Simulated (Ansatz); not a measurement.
System: BFH$_{4}$Si···HCl.

```yaml
atoms:
  - { symbol: B, position_ang: [0.1394, 0.5385, -0.1825] }
  - { symbol: Cl, position_ang: [-0.7373, -0.1605, 2.9708] }
  - { symbol: F, position_ang: [1.1774, -0.1942, 0.1855] }
  - { symbol: H, position_ang: [-0.7305, -0.0361, -0.7805] }
  - { symbol: Si, position_ang: [0.1042, 2.5518, 0.2152] }
  - { symbol: H, position_ang: [1.0515, 2.9194, 1.2967] }
  - { symbol: H, position_ang: [0.4877, 3.2936, -1.0167] }
  - { symbol: H, position_ang: [-1.2651, 2.9772, 0.5985] }
  - { symbol: H, position_ang: [0.4150, -0.6829, 2.8195] }
```

Theory: RHF/def2-SVP (Ansatz 0.2.0).

What can the converged electron density and electron localisation function tell about the bonding?

Answer. B–F (1.32 Å): the density is about 2.2 e/Å³ at the midpoint; the ELF peaks at about 0.85 between the atoms, as expected for a shared but strongly polarised pair.
Si–B (2.05 Å): the density is about 0.84 e/Å³ at the midpoint; the ELF peaks at about 1 between the atoms (a covalent bond).
B–H (1.20 Å): the density is about 1.2 e/Å³ at the midpoint; the ELF climbs to about 1 towards the hydrogen, as it does in any bond to H; a covalent bond by its length.

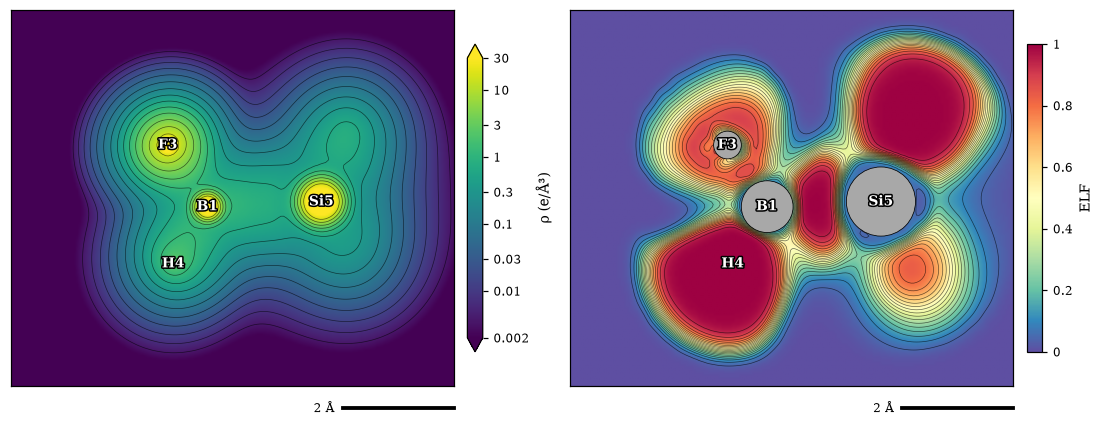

Computed electron density and electron localisation function on the plane of atoms H4, B1 and Si5, in this order. Grey discs cover the atomic cores in the ELF map. 
